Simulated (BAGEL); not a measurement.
# CH4ClGe (SMILES [CH3][GeH][Cl]): ROHF/def2-SVP (density fitting with qzvpp-jkfit)

What is the energy change on altering one bond length of CH4ClGe at ROHF/def2-SVP (density fitting with qzvpp-jkfit)? 

The results are computed with BAGEL 1.2.2.

1 further run of the same task is left out (set aside as unsound or not needed). Runs told in other sessions of the task aren't counted.

### 1 The structure to begin with

CH4ClGe has 7 atoms, charge 0, and is taken as a doublet. As SMILES, `[CH3][GeH][Cl]`. The shape is that of a PBE0-D4/def2-TZVP optimisation.

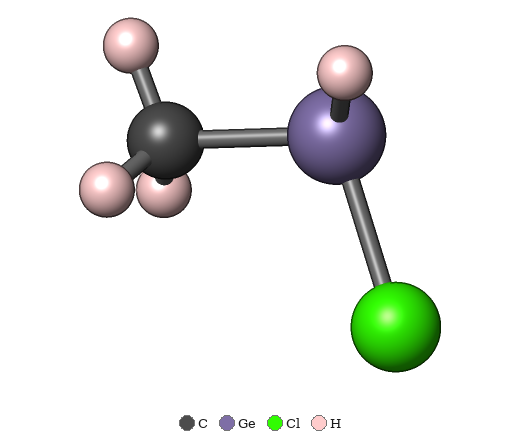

Viewed from a chosen angle; carbon dark grey, germanium purple, chlorine green, hydrogen pink.

### 2 A single-point energy at ROHF/def2-SVP (density fitting with qzvpp-jkfit)

job.json

```json
{ "bagel": [

{
  "title": "molecule",
  "basis": "svp",
  "df_basis": "qzvpp-jkfit",
  "angstrom": true,
  "geometry": [
    { "atom": "C", "xyz": [      -0.733100,       0.438400,      -0.261900 ] },
    { "atom": "Ge", "xyz": [       0.705400,      -0.885500,      -0.183100 ] },
    { "atom": "Cl", "xyz": [       1.017000,      -1.361700,       1.909500 ] },
    { "atom": "H", "xyz": [      -0.433400,       1.314500,       0.317300 ] },
    { "atom": "H", "xyz": [      -1.646200,       0.021400,       0.160800 ] },
    { "atom": "H", "xyz": [      -0.909900,       0.729400,      -1.298200 ] },
    { "atom": "H", "xyz": [       2.061400,      -0.324500,      -0.690100 ] }
  ]
},

{
  "title": "rohf",
  "nopen": 1
},

{
  "title": "print",
  "file": "orbitals.molden",
  "orbitals": true
}

]}
```

Started as:

```bash
$ BAGEL_NUM_THREADS=1 BAGEL job.json > job.out
```

The log of the run:

```text
* using 1 threads per process

  ===============================================================
  ===============================================================

  *** Geometry ***

  { "atom" : "C", "xyz" : [     -1.385358,      0.828456,     -0.494919 ] },
  { "atom" : "Ge", "xyz" : [      1.333013,     -1.673352,     -0.346009 ] },
  { "atom" : "Cl", "xyz" : [      1.921851,     -2.573240,      3.608432 ] },
  { "atom" : "H", "xyz" : [     -0.819007,      2.484045,      0.599610 ] },
  { "atom" : "H", "xyz" : [     -3.110867,      0.040440,      0.303868 ] },
  { "atom" : "H", "xyz" : [     -1.719462,      1.378366,     -2.453242 ] },
  { "atom" : "H", "xyz" : [      3.895481,     -0.613216,     -1.304100 ] },

  Number of auxiliary basis functions:      541

  Since a DF basis is specified, we compute 2- and 3-index integrals:
    o Being stored without compression. Storage requirement is 0.031 GB

  Number of basis functions:       84
  Number of electrons      :       59

    * METHOD: MOLECULE                             0.22

  *** Open-shell HF ***

  === Nuclear Repulsion ===
   253.3597262299

      * DIIS with orbital gradients will be used.

  === ROHF iteration (svp) ===
      0      -2574.54014268          0.02372051           0.17
      1      -2574.62302802          0.01151286           0.17
      2      -2574.63857576          0.00540620           0.17
      3      -2574.64270263          0.00103301           0.16
      4      -2574.64318723          0.00039250           0.16
      5      -2574.64329642          0.00011105           0.16
      6      -2574.64331867          0.00003110           0.16
      7      -2574.64332884          0.00001266           0.16
      8      -2574.64333020          0.00000449           0.17
      9      -2574.64333064          0.00000136           0.17
     10      -2574.64333064          0.00000056           0.16
     11      -2574.64333065          0.00000023           0.16
     12      -2574.64333064          0.00000007           0.16
     13      -2574.64333064          0.00000003           0.16
     14      -2574.64333064          0.00000001           0.16
     15      -2574.64333064          0.00000000           0.16
    * SCF iteration converged.

    * S^2 (ROHF) is 0.7500

    * Permanent dipole moment:
           (    0.389909,    -0.374975,     0.871325) a.u.

    * METHOD: ROHF                                 2.83

    * METHOD: PRINT                                0.01

  ===============================================================
```

Wall time 3.6 s (1 thread of Intel Xeon 6975P-C (Granite Rapids), shared host); peak memory 0.14 GiB.

### 3 The distorted shape, same level

calc.json

```json
{ "bagel": [

{
  "title": "molecule",
  "basis": "svp",
  "df_basis": "qzvpp-jkfit",
  "angstrom": "true",
  "geometry": [
    { "atom": "C", "xyz": [   -0.596100,    0.500966,   -0.325321 ] },
    { "atom": "Ge", "xyz": [    0.842400,   -0.822934,   -0.246521 ] },
    { "atom": "Cl", "xyz": [    1.154000,   -1.299134,    1.846079 ] },
    { "atom": "H", "xyz": [   -0.296400,    1.377066,    0.253879 ] },
    { "atom": "H", "xyz": [   -1.646200,    0.021400,    0.160800 ] },
    { "atom": "H", "xyz": [   -0.772900,    0.791966,   -1.361621 ] },
    { "atom": "H", "xyz": [    2.198400,   -0.261934,   -0.753521 ] }
  ]
},
{ "title": "rohf", "charge": 0, "nopen": 1 },
{ "title": "print", "file": "orbitals.molden", "orbitals": "true" }

]}
```

Started as:

```bash
$ BAGEL_NUM_THREADS=1 BAGEL calc.json > calc.out
```

The log of the run:

```text
* using 1 threads per process

  ===============================================================
  ===============================================================

  *** Geometry ***

  { "atom" : "C", "xyz" : [     -1.126466,      0.946689,     -0.614768 ] },
  { "atom" : "Ge", "xyz" : [      1.591905,     -1.555120,     -0.465857 ] },
  { "atom" : "Cl", "xyz" : [      2.180744,     -2.455007,      3.488584 ] },
  { "atom" : "H", "xyz" : [     -0.560115,      2.602278,      0.479762 ] },
  { "atom" : "H", "xyz" : [     -3.110867,      0.040440,      0.303868 ] },
  { "atom" : "H", "xyz" : [     -1.460569,      1.496599,     -2.573091 ] },
  { "atom" : "H", "xyz" : [      4.154374,     -0.494984,     -1.423948 ] },

  Number of auxiliary basis functions:      541

  Since a DF basis is specified, we compute 2- and 3-index integrals:
    o Being stored without compression. Storage requirement is 0.031 GB

  Number of basis functions:       84
  Number of electrons      :       59

    * METHOD: MOLECULE                             0.21

  *** Open-shell HF ***

  === Nuclear Repulsion ===
   252.6051470564

      * DIIS with orbital gradients will be used.

  === ROHF iteration (svp) ===
      0      -2574.53311093          0.02218489           0.17
      1      -2574.61052198          0.01095595           0.18
      2      -2574.62513484          0.00530781           0.17
      3      -2574.62922187          0.00101733           0.16
      4      -2574.62970667          0.00036143           0.16
      5      -2574.62981449          0.00010953           0.16
      6      -2574.62983569          0.00003137           0.16
      7      -2574.62984599          0.00001330           0.17
      8      -2574.62984731          0.00000449           0.16
      9      -2574.62984778          0.00000139           0.19
     10      -2574.62984779          0.00000058           0.17
     11      -2574.62984780          0.00000023           0.16
     12      -2574.62984779          0.00000007           0.16
     13      -2574.62984779          0.00000003           0.17
     14      -2574.62984779          0.00000001           0.18
     15      -2574.62984779          0.00000000           0.16
    * SCF iteration converged.

    * S^2 (ROHF) is 0.7500

    * Permanent dipole moment:
           (    0.354932,    -0.377073,     0.880154) a.u.

    * METHOD: ROHF                                 2.89

    * METHOD: PRINT                                0.01

  ===============================================================
```

It took 3.6 s on 1 thread of Intel Xeon 6975P-C (Granite Rapids), shared host; peak memory 0.14 GiB.

### 4 Outcome

At ROHF/def2-SVP (density fitting with qzvpp-jkfit):

| quantity | value |
| --- | --- |
| first shape: total energy | -2574.64333 Eh |
| first shape: dipole moment | 2.61 D |
| first shape: ⟨S²⟩ | 0.750 |
| distorted shape: total energy | -2574.62985 Eh |
| distorted shape: dipole moment | 2.60 D |
| distorted shape: ⟨S²⟩ | 0.750 |
| energy change with the C1–H5 bond stretched from 1.089 to 1.253 Å | 0.367 eV |

In words: With the C1–H5 bond stretched from 1.089 to 1.253 Å the energy rises by 0.37 eV (35.4 kJ/mol). The first shape isn't relaxed at this level, so the change isn't measured from a minimum.
